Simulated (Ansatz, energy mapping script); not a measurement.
# NiO: J from the energies of magnetic orders

Aim: the exchange couplings of NiO from the energies of a few collinear orders, and the ordering temperature that they give.

Program: Ansatz 0.2.0. Level of theory: PBE with U = 6 eV on Ni d, ortho-atomic projectors; plane waves, U on orthogonalised atomic orbitals unless named otherwise, collinear spin, no spin–orbit coupling. Results are calculated unless marked as measured.

Experimental background.

“Observation and resonant x-ray optical interpretation of multi-atom resonant photoemission effects in O 1s emission from NiO” (2006, arxiv:cond-mat/0609101) quotes from earlier work for NiO, rock salt (literature value for NiO): ordering temperature (Neel temperature) 524 K [Literature value cited from another work, not measured on this sample.].

## (1) The structure

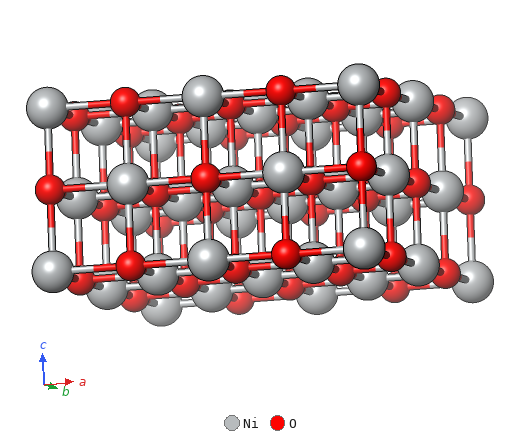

The cell as given, from a free direction (nickel light grey, oxygen red). 2×2×1 cells are drawn. This picture shows the conventional cell, with its axes. Some periodic images of atoms are drawn too.

A Hubbard U penalises fractional filling of the shell. It raises the cost of virtual hops to the neighbours, so couplings that rest on such hops usually weaken.

## (2) Probe run

One run in the crystal's own cell, under PBE with U = 5.4 eV on Ni d, ortho-atomic projectors, shows which elements keep a moment. Transition or f elements with 0.3 μB or more enter the spin model; moments induced on other atoms do not.

input.yaml reads:

```yaml
crystal:
  lattice:
    - [0.0, 2.085901641, 2.085901641]
    - [2.085901641, 0.0, 2.085901641]
    - [2.085901641, 2.085901641, 0.0]
  atoms:
    - { symbol: Ni, position: [0.0, 0.0, 0.0], spin: 2.0 }
    - { symbol: O, position: [0.5, 0.5, 0.5] }
magnetization:
  spin_polarized: true
kpoints:
  mp_grid: { grid: [11, 11, 11] }
hamiltonian:
  xc: pbe
  hubbard:
    sites: [{ species: Ni, l: d, u_eff: 5.4 }]
    projectors: ortho-atomic
scf:
  occupations: { method: fermi_dirac, width: 0.05 }
output:
  eigenvalues: true
```

The run is started by

```bash
$ ansatz run input.yaml --threads 4 --pin off --max-ram 8192MiB --backend cpu --events-out ev --progress --plain --runs-dir out
```

Numbers of over 12 decimals in the logs are rounded to 6 here.

Output:

```text
Engine: ansatz 0.2.0, aarch64-unknown-linux-gnu
Pseudopotentials: kind: paw
Pseudopotential: Ni, paw, valence charge 18, recommended cutoff 420 eV (normal), Ni.paw.azcp
Pseudopotential: O, paw, valence charge 6, recommended cutoff 420 eV (normal), O.paw.azcp
Functional definition: PBE
  parameter kappa = 0.804
  parameter beta = 0.066725
  exchange = pbe_x(kappa = kappa, mu = beta*pi^2/3)
  correlation = pbe_c(beta = beta)
Crystal: 2 atoms, lattice volume = 18.151 Å³
Basis set: ecut = 420 eV, 339 PW (Γ)
Bands: 17, of which v1, the nominal top of the filled ones, is band 12 counted from 1 (11 counted from 0)
Symmetry: 48 space group operations
Space group: Fm-3m (ITA 225), of the structure as read, at distance tolerance 2.6e-5 Å
Magnetic group: BNS 225.116 (UNI 1618), of the structure as read, at distance tolerance 2.6e-5 Å
k-points: 56 of 1331
Non-local potential: Ni, projectors of the file, l = 0: 3, l = 1: 2, l = 2: 3, l = 3: 1
Non-local potential: O, projectors of the file, l = 0: 2, l = 1: 2, l = 2: 1
PAW form: soft (Blöchl's): semilocal exchange-correlation on the pseudo side does not see the compensation charge
PAW one-centre angular grid: Ni, 590 points (default); XC on 64 Gauss nodes
PAW one-centre angular grid: O, 110 points (default); XC on 64 Gauss nodes
Initial density: superposition of atomic densities (chi_scale 0.1, normalization cell, long waves kept (reshape's long-wave potential 0.00 eV rms))
Starting moments: Σ|m| = 2 μB on 1 of 2 sites
Initial wavefunctions: pseudopotential atomic-orbital guess
Functional: x = pbe(κ = 0.804, μ = 0.219515), c = pbe(β = 0.066725)
SCF iter   1: F=—  HF=-6406.068702 eV  |F-HF|=—  |Δ(HF+E_count)|=         —  Δρ=3.98e-1 (↑1.06e-1 ↓3.98e-1)  dr2=3.15e1  dr2_m=4.78e0  M=0.564 μB ∫|m|=0.565 μB  β_m=0.30  ethr=3.10e-3  ⟨swp⟩=5.6  Hψ=8369  notcnv=0
preconditioner: auto → none  [metal: Δε(μ)=0.023 eV  Ē_g=16.448 eV  σ=0.050 eV  W_gap=0.11  n_scr=8 (ndim 8)  ℏωp=34.9 eV  f_vac=0.000  D(μ)=2.00/eV (n_scr^D=26)  sad-step TF]
SCF iter   2: F=—  HF=-6402.898808 eV  |F-HF|=—  |Δ(HF+E_count)|=    3.17e0  Δρ=7.57e-2 (↑5.34e-2 ↓7.57e-2)  dr2=5.71e-1  dr2_m=2.48e-1  M=1.649 μB ∫|m|=1.650 μB  β_m=1.00  ethr=3.10e-3  ⟨swp⟩=3.4  Hψ=5345  notcnv=0  defer=21
SCF iter   3: F=—  HF=-6403.298122 eV  |F-HF|=—  |Δ(HF+E_count)|=   3.99e-1  Δρ=5.18e-2 (↑3.60e-2 ↓5.18e-2)  dr2=2.52e-1  dr2_m=1.01e-1  M=1.875 μB ∫|m|=1.882 μB  β_m=1.00  ethr=2.38e-3  ⟨swp⟩=3.1  Hψ=4596  notcnv=0  defer=27
SCF iter   4: F=—  HF=-6403.823623 eV  |F-HF|=—  |Δ(HF+E_count)|=   5.26e-1  Δρ=1.89e-2 (↑1.88e-2 ↓1.89e-2)  dr2=1.23e-1  dr2_m=5.92e-3  M=1.940 μB ∫|m|=1.947 μB  β_m=1.00  ethr=1.05e-3  ⟨swp⟩=2.8  Hψ=4770  notcnv=0  defer=35
[...]
SCF iter  13: F=—  HF=-6404.732105 eV  |F-HF|=—  |Δ(HF+E_count)|=   4.01e-6  Δρ=1.22e-4 (↑1.22e-4 ↓6.10e-5)  dr2=5.73e-7  dr2_m=1.33e-6  M=2.000 μB ∫|m|=2.007 μB  β_m=0.77  ethr=6.08e-8  ⟨swp⟩=2.4  Hψ=2982  notcnv=0  defer=62
iter 14 did not close the SCF: its close was put off for a magnetic moment that had not settled (scf_convergence_deferred on its scf_iter line)
SCF iter  14: F=-6404.732106 eV  HF=-6404.732106 eV  |F-HF|=1.32e-9  |Δ(HF+E_count)|=   6.14e-7  Δρ=1.81e-5 (↑1.81e-5 ↓9.07e-6)  dr2=1.08e-8  dr2_m=2.94e-8  M=2.000 μB ∫|m|=2.007 μB  β_m=0.87  ethr=4.17e-10  ⟨swp⟩=4.2  Hψ=7447  notcnv=0
SCF iter  15: F=-6404.732106 eV  HF=-6404.732106 eV  |F-HF|=1.68e-10  |Δ(HF+E_count)|=   1.41e-8  Δρ=1.44e-6 (↑1.44e-6 ↓1.09e-6)  dr2=2.09e-10  dr2_m=1.74e-10  M=2.000 μB ∫|m|=2.007 μB  ethr=4.49e-11  ⟨swp⟩=1.1  Hψ=5181  notcnv=0
SCF 1 converged in 15 iterations: F = -6404.732106 eV  dr2 = 2.09e-10
[...]
Symmetry: 8 space group operations
k-points: 186 of 1331
[...]
Starting moments: Σ|m| = 2 μB on 1 of 2 sites; this step starts from the density that it was given
[...]
an SCF along what the orbitals of the run's state read of its open shells (or to have them read: on a GPU, or by another smearing), with 40 of the crystal's symmetry operations given up (186 k-points in place of 56), reached no lower state that the run goes on to. This is no proof of a minimum
SCF converged after 15 iterations
Magnetization: 2.0000 μB (13.0000 up, 11.0000 down)
Absolute magnetization: 2.0055 μB (∫|ρ↑−ρ↓|, with the PAW one-centre terms)
Spin contamination: 0.0015 ħ² per cell (⟨S²⟩ above its minimum at these occupations)
Per-site moments (μB) at R_I (Å): [(1.704187, 0.860434), (0.222185, 0.860434)]
Free energy (F): -6404.732106 eV
Harris-Foulkes:  -6404.732106 eV  (|F-HF|=1.68e-10)
Internal energy: -6404.732106 eV  (E = F + TS)
E sigma→0 (E₀):  -6404.732106 eV
Fermi energy:    14.832244 eV
--- Per-component energies (eV) ---
  E_band       = -352.147111
  E_kinetic    = 450.614040
  E_local      = -3982.014721  (includes V_loc(G=0)·N_el)
  E_nonlocal   = 690.361124
  E_hartree    = 1636.057155
  E_xc         = -156.277708
  E_vxc        = -200.473680  (∫ρ·V_xc dr)
  E_hubbard    = 0.749127  (on-site DFT+U / exact-exchange correction)
  E_vhub       = -20.884151  (the Hubbard potential's part of the band-sum identity)
  E_paw        = -1789.425410  (= ΣΔE_a)
  E_vpaw       = -561.868365  (= ΣTr[D̂ρ^β])
  E_aug_tail   = 0.003198  (compensation charges beyond the density's cutoff)
  E_ewald      = -3254.798910
  E_smearing   = -0.000000  (= −TS)
  E_closure    = 0.000000  (closes the sum)
  Σ components = -6404.732106   (vs F -6404.732106, Δ=0.00e0)
--- Band table (eV; the first three rows and the last of 112) ---
  k-point 0 ↑: bands = [... 8 lower, 8.6197, 8.6197, 11.9871, 11.9871, 11.9871, 16.1052, 32.2757, 33.2599, ... 1 higher]
  k-point 1 ↑: bands = [... 8 lower, 8.6466, 8.6466, 11.5145, 12.1851, 12.1851, 16.7339, 30.3846, 32.9624, ... 1 higher]
  k-point 2 ↑: bands = [... 8 lower, 8.7622, 8.7622, 10.8246, 12.6568, 12.6568, 17.9874, 28.0995, 31.8054, ... 1 higher]
  k-point 55 ↓: bands = [... 8 lower, 10.6080, 11.2539, 11.3129, 16.4663, 17.0096, 23.5926, 25.3360, 25.5581, ... 1 higher]
Occupation matrices written to <dir>
```

Wall time 3.1 s (4 threads of Arm Neoverse V1, shared host); peak memory 0.46 GiB; 9.2 s of CPU time.

Spin moment in the sphere by atom:

```csv
atom,spin moment in the sphere (μB)
Ni1,1.70
O2,0.22
```

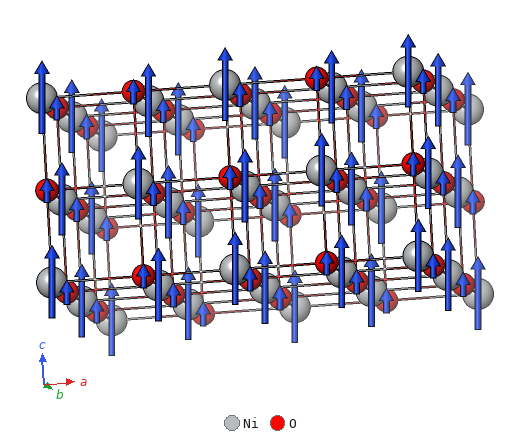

Spin moment in the sphere as arrows, the longest 1.70 μB. Up and down stand for the sign. Arrows give size and sign along the axis of quantisation, drawn up and down the page. Each arrow also spans its atom, so small moments look longer than they are. 2×2×1 conventional cells are drawn. Some periodic images of atoms are drawn too.

The run ends ferromagnetic; Ni carries the moments.

## (3) A run to fix the orbital filling

A corrected shell can settle in several orbital fillings. One parallel run, with an occupation width a fifth wider than the orders use, therefore is to supply the occupation matrices. All orders start from them.

input.yaml, the sections that differ from step 2:

```yaml
hamiltonian:
  xc: pbe
  hubbard:
    sites: [{ species: Ni, l: d, u_eff: 6.0 }]
    projectors: ortho-atomic
scf:
  occupations: { method: fermi_dirac, width: 0.06 }
# crystal, magnetization, kpoints, output: as in step 2
```

Output:

```text
[...]
Crystal: 2 atoms, lattice volume = 18.151 Å³
Basis set: ecut = 420 eV, 339 PW (Γ)
Bands: 17, of which v1, the nominal top of the filled ones, is band 12 counted from 1 (11 counted from 0)
Symmetry: 48 space group operations
[...]
k-points: 56 of 1331
[...]
Starting moments: Σ|m| = 2 μB on 1 of 2 sites
[...]
SCF iter   1: F=—  HF=-6405.792215 eV  |F-HF|=—  |Δ(HF+E_count)|=         —  Δρ=4.00e-1 (↑1.07e-1 ↓4.00e-1)  dr2=3.19e1  dr2_m=4.79e0  M=0.567 μB ∫|m|=0.568 μB  β_m=0.30  ethr=3.10e-3  ⟨swp⟩=5.6  Hψ=8315  notcnv=0
[...]
SCF iter  15: F=-6404.650633 eV  HF=-6404.650633 eV  |F-HF|=1.53e-10  |Δ(HF+E_count)|=   1.78e-8  Δρ=1.59e-6 (↑1.59e-6 ↓1.16e-6)  dr2=2.15e-10  dr2_m=2.22e-10  M=2.000 μB ∫|m|=2.006 μB  ethr=5.39e-11  ⟨swp⟩=1.1  Hψ=5194  notcnv=0
SCF 1 converged in 15 iterations: F = -6404.650633 eV  dr2 = 2.15e-10
[...]
Symmetry: 8 space group operations
k-points: 186 of 1331
[...]
SCF converged after 15 iterations
Magnetization: 2.0000 μB (13.0000 up, 11.0000 down)
Absolute magnetization: 2.0053 μB (∫|ρ↑−ρ↓|, with the PAW one-centre terms)
[...]
Per-site moments (μB) at R_I (Å): [(1.716224, 0.860434), (0.208916, 0.860434)]
Free energy (F): -6404.650633 eV
[...]
Internal energy: -6404.650633 eV  (E = F + TS)
E sigma→0 (E₀):  -6404.650633 eV
Fermi energy:    14.930988 eV
[...]
--- Band table (eV; the first three rows and the last of 112) ---
  k-point 0 ↑: bands = [... 8 lower, 8.2756, 8.2756, 12.0328, 12.0328, 12.0328, 16.1153, 32.2759, 33.2534, ... 1 higher]
  k-point 1 ↑: bands = [... 8 lower, 8.3037, 8.3037, 11.5415, 12.2157, 12.2157, 16.7482, 30.3805, 32.9558, ... 1 higher]
  k-point 2 ↑: bands = [... 8 lower, 8.4184, 8.4184, 10.7858, 12.6598, 12.6598, 18.0049, 28.0964, 31.7980, ... 1 higher]
  k-point 55 ↓: bands = [... 8 lower, 10.2705, 11.1120, 11.1315, 16.6776, 17.1977, 23.5992, 25.3394, 25.5649, ... 1 higher]
Occupation matrices written to <dir>
```

The job ended after 3.3 s (4 threads; peak memory 0.45 GiB).

This step gave:

- final state: ferromagnetic
- electrons in the corrected shells: 8.276 e
- largest moment: 1.716 μB

## (4) Parallel start in cell A (4 atoms)

Each cell gets its own parallel run on the same mesh, so that most of the mesh error cancels in the differences.

input.yaml reads:

```yaml
crystal:
  lattice:
    - [0.0, -2.085901641, -2.085901641]
    - [0.0, 2.085901641, -2.085901641]
    - [4.171803282, 0.0, 0.0]
  atoms:
    - { symbol: Ni, position: [0.5, 0.5, 0.5], spin: 2.0 }
    - { symbol: Ni, position: [0.0, 0.0, 0.0], spin: 2.0 }
    - { symbol: O, position: [0.5, 0.5, 0.0] }
    - { symbol: O, position: [0.0, 0.0, 0.5] }
magnetization:
  spin_polarized: true
kpoints:
  mp_grid: { grid: [9, 9, 6] }
hamiltonian:
  xc: pbe
  hubbard:
    sites:
      - { species: Ni, l: d, u_eff: 6.0 }
      - { site: 0, l: d, u_eff: 6.0, starting_ns: [{ spin: up, occupation_matrix: ni1_major }, { spin: down, occupation_matrix: ni1_minor }] }
      - { site: 1, l: d, u_eff: 6.0, starting_ns: [{ spin: up, occupation_matrix: ni1_major }, { spin: down, occupation_matrix: ni1_minor }] }
    projectors: ortho-atomic
    occupation_matrices:
      ni1_major:
        matrix:
          - [0.998, 0.0, 0.0, 0.0, 0.0]
          - [0.0, 0.999, 0.0, 0.0, 0.0]
          - [0.0, 0.0, 0.999, 0.0, 0.0]
          - [0.0, 0.0, 0.0, 0.998, 0.0]
          - [0.0, 0.0, 0.0, 0.0, 0.999]
      ni1_minor:
        matrix:
          - [0.146, 0.0, 0.0, 0.0, 0.0]
          - [0.0, 0.997, 0.0, 0.0, 0.0]
          - [0.0, 0.0, 0.997, 0.0, 0.0]
          - [0.0, 0.0, 0.0, 0.146, 0.0]
          - [0.0, 0.0, 0.0, 0.0, 0.997]
scf:
  occupations: { method: fermi_dirac, width: 0.05 }
output:
  eigenvalues: true
  write_density: true
  write_potential: true
  elf: true
  volumetric_format: npy
```

Output:

```text
[...]
Crystal: 4 atoms, lattice volume = 36.303 Å³
Basis set: ecut = 420 eV, 681 PW (Γ)
Bands: 32, of which v1, the nominal top of the filled ones, is band 24 counted from 1 (23 counted from 0)
Symmetry: 32 space group operations
[...]
k-points: 60 of 486
[...]
Starting moments: Σ|m| = 4 μB on 2 of 4 sites
[...]
SCF iter   1: F=—  HF=-12810.750959 eV  |F-HF|=—  |Δ(HF+E_count)|=         —  Δρ=2.33e-1 (↑7.48e-2 ↓2.33e-1)  dr2=2.36e1  dr2_m=2.36e0  M=2.809 μB ∫|m|=2.811 μB  β_m=0.30  ethr=3.10e-3  ⟨swp⟩=5.4  Hψ=13704  notcnv=0  defer=8
[...]
spin=Collinear: Kerker preconditioning applied to the charge; magnetization (m = ρ↑ − ρ↓) channel mixes plain (no charge-response kernel on spin).
SCF iter   2: F=—  HF=-12808.555189 eV  |F-HF|=—  |Δ(HF+E_count)|=    2.20e0  Δρ=8.49e-2 (↑4.19e-2 ↓8.49e-2)  dr2=8.32e-1  dr2_m=7.76e-1  M=4.000 μB ∫|m|=4.004 μB  β_m=1.00  ethr=3.10e-3  ⟨swp⟩=3.2  Hψ=9000  notcnv=0  defer=260
[...]
SCF iter  12: F=-12809.301466 eV  HF=-12809.301466 eV  |F-HF|=3.64e-11  |Δ(HF+E_count)|=   4.81e-9  Δρ=7.44e-7 (↑5.08e-7 ↓7.44e-7)  dr2=1.40e-10  dr2_m=1.05e-10  M=4.000 μB ∫|m|=4.014 μB  ethr=9.54e-12  ⟨swp⟩=1.1  Hψ=9583  notcnv=0
SCF 1 converged in 12 iterations: F = -12809.301466 eV  dr2 = 1.40e-10
[...]
SCF converged after 12 iterations
an eigenvalue changed by more than its tolerance at an iteration that met the thresholds in force, so the SCF went on 1 time: the last check found none over its tolerance
Magnetization: 4.0000 μB (26.0000 up, 22.0000 down)
Absolute magnetization: 4.0115 μB (∫|ρ↑−ρ↓|, with the PAW one-centre terms)
[...]
Per-site moments (μB) at R_I (Å): [(1.716286, 0.860434), (1.716286, 0.860434), (0.208851, 0.860434), (0.208851, 0.860434)]
Free energy (F): -12809.301466 eV
[...]
Internal energy: -12809.301466 eV  (E = F + TS)
E sigma→0 (E₀):  -12809.301466 eV
Fermi energy:    14.916487 eV
[...]
--- Specified on-site occupations, and those of the state reported ---
  electrons in the specified blocks: 16.5520 specified, 16.5513 found
  site 0 (l=d) ↓: largest change of an orbital's occupation 0.0003; electrons 3.2830 specified, 3.2838 found; spectral distance 0.0005
[...]
site 1 (l=d) ↑: largest change of an orbital's occupation 0.0002; electrons 4.9930 specified, 4.9919 found; spectral distance 0.0005
[...]
--- Band table (eV; the first three rows and the last of 120) ---
  k-point 0 ↑: bands = [... 20 lower, 9.2293, 10.6355, 10.6355, 12.0330, 12.0330, 12.0331, 16.1156, 20.4506, ... 4 higher]
  k-point 1 ↑: bands = [... 20 lower, 9.6671, 10.9046, 10.9046, 11.8301, 12.0360, 12.0360, 16.8533, 20.6717, ... 4 higher]
  k-point 2 ↑: bands = [... 20 lower, 10.5864, 11.3902, 11.3902, 11.5123, 11.9874, 11.9874, 18.4405, 20.8496, ... 4 higher]
  k-point 59 ↓: bands = [... 20 lower, 11.2272, 11.2272, 16.6811, 16.6811, 17.2399, 17.2399, 23.7135, 23.7135, ... 4 higher]
Occupation matrices written to <dir>
```

Run time: 3.4 s. Hardware: 4 threads; peak memory 0.41 GiB.

Spin moment in the sphere by atom:

```csv
atom,spin moment in the sphere (μB)
Ni1,1.72
Ni2,1.72
O3,0.21
O4,0.21
```

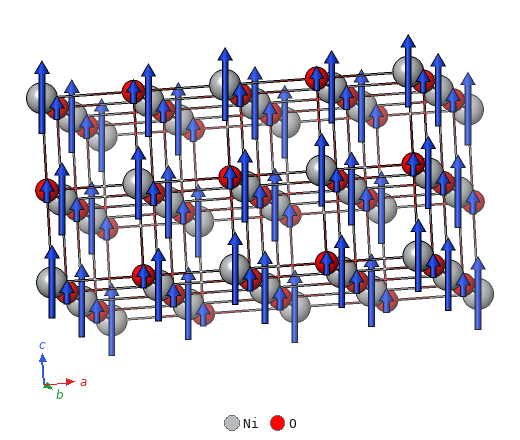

Spin moment in the sphere as arrows, the longest 1.72 μB. Up and down stand for the sign. Arrows give size and sign along the axis of quantisation, drawn up and down the page. Each arrow also spans its atom, so small moments look longer than they are. 2×2×1 conventional cells are drawn. Some periodic images of atoms are drawn too.

The run ends ferromagnetic.

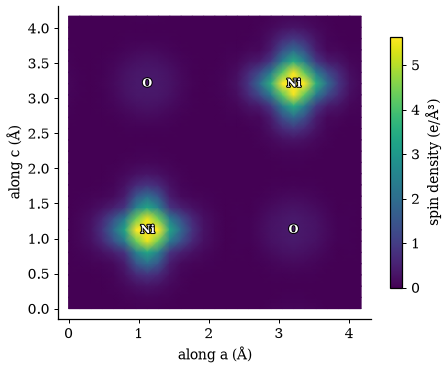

Spin density in the ac plane of the conventional cell at fractional y = 0.000, with atoms of Ni and O within 0.2 Å of it. The map starts off the cell's origin, so that atoms lie inside it.

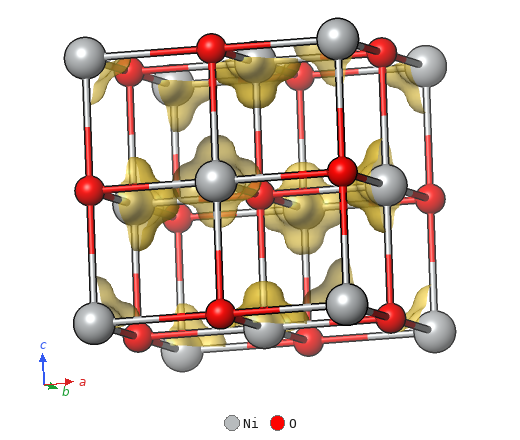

Surface of spin density = 0.45 e/Å³, which holds about 70 % of the integral of its size.

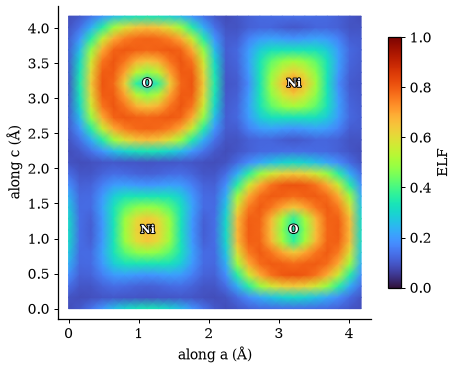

ELF in the ac plane of the conventional cell at fractional y = 0.000, with atoms of Ni and O within 0.2 Å of it. It is the smooth field of the valence electrons, not physical close to the nuclei. The map starts off the cell's origin, so that atoms lie inside it.

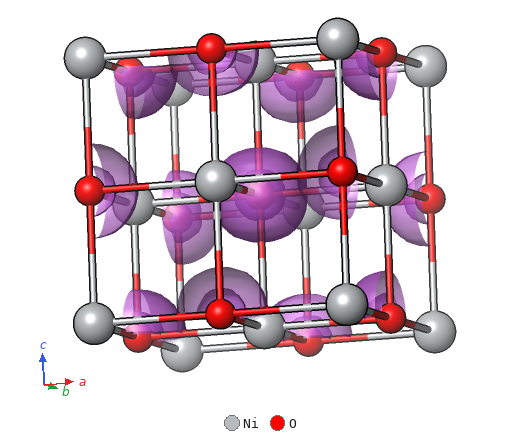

Surface of ELF = 0.73.

(Continued in part 2 of 3.)

[Logs and program files are shortened in this print: banners, set-up blocks, solver, clock and traceback lines can be left out without a mark of their own.]

[Logs are printed without paths, hosts, clocks, repeated set-up lines and the standing remarks that a program may print on its own settings, such as how far it seeks lower states.]

[Hosts, paths, dates, database ids (printed as entryN), source tags and the programs' standing remarks are cut or masked in the printed files.]

[Where a cell is said to come from a database of computed structures, the database is the Materials Project.]
